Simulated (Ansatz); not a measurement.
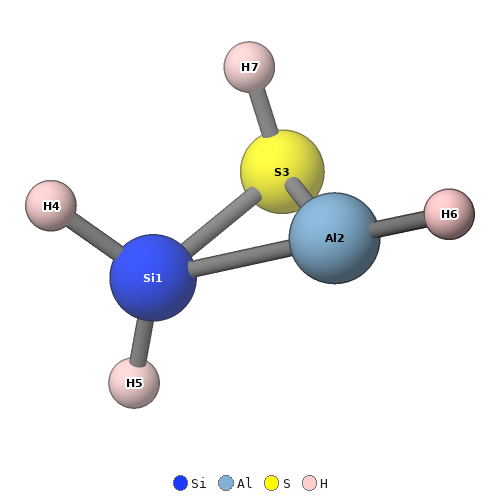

The system is AlH4SSi, charge +1; the picture shows the reference structure. First axis: bond length Si1–H4. Second axis: bond length Si1–H5. Nothing is relaxed (all other coordinates rigid). Grid: 11 × 11 points. Points are written as (first, second). All energies are given in kJ/mol relative to the lowest grid point. The reference is spin-restricted, which grows unreliable where a bond is stretched far. These are results of Ansatz, RKS PBE0-D4/def2-TZVP, not measurements.

Its coordinates:

```xyz
7

Si   -0.8012    0.3035   -0.7811
Al    0.3028    0.7429    1.2488
S     0.3324   -1.4279    0.2402
H    -0.1794    0.5565   -2.0966
H    -2.2092   -0.1412   -0.7946
H     1.0339    1.1856    2.5513
H     1.5207   -1.2195   -0.3680
```

Range: bond length Si1–H4 from 1.270 to 2.068 Å; bond length Si1–H5 from 1.211 to 2.215 Å.

Predict the map.

The lowest grid point is at (1.509 Å, 1.512 Å). It is the only kind of minimum in the scanned range. The highest grid point, (2.068 Å, 2.215 Å), lies 334 kJ/mol above the lowest. Round the minimum the contours are nearly round: the two directions are equally stiff and uncoupled.

```csv
"bond length Si1–H5 ↓, bond length Si1–H4 →",1.270,1.350,1.430,1.509,1.589,1.669,1.749,1.828,1.908,1.988,2.068
2.215,246,210,195,193,201,216,236,258,282,308,334
2.115,213,178,162,160,169,184,204,226,250,276,302
2.014,179,144,128,127,135,150,170,193,217,243,269
1.914,146,111,95,94,102,118,138,160,185,211,237
1.813,115,79,64,62,71,86,106,129,154,180,206
1.713,87,52,36,35,43,59,79,101,126,152,179
1.613,65,29,14,13,21,37,57,79,104,130,157
1.512,52,17,1,0,9,24,44,67,92,118,145
1.412,55,20,4,3,12,27,48,70,95,121,148
1.311,83,47,32,31,39,55,75,98,123,149,176
1.211,148,112,97,95,104,120,140,162,187,214,241
```

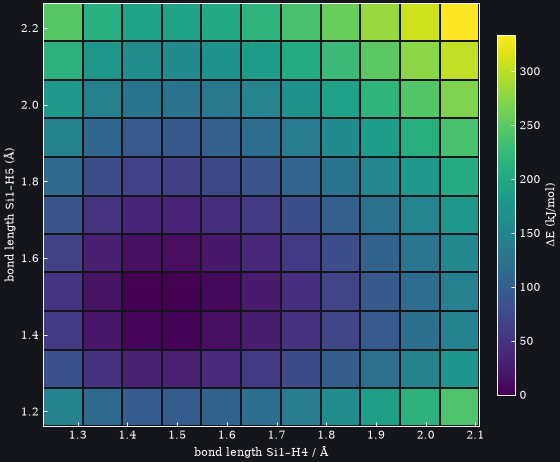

The picture shows one coloured cell a grid point.

Each point was launched as `ansatz run input.yaml --threads 1 --pin off --max-ram 2560MiB --backend cpu --events-out ev --progress --plain --runs-dir out`. Time for the 121 points that were run: 8.9 min on 1 thread of Intel(R) Xeon(R) Platinum 8375C CPU @ 2.90GHz (Ice Lake) (shared host).
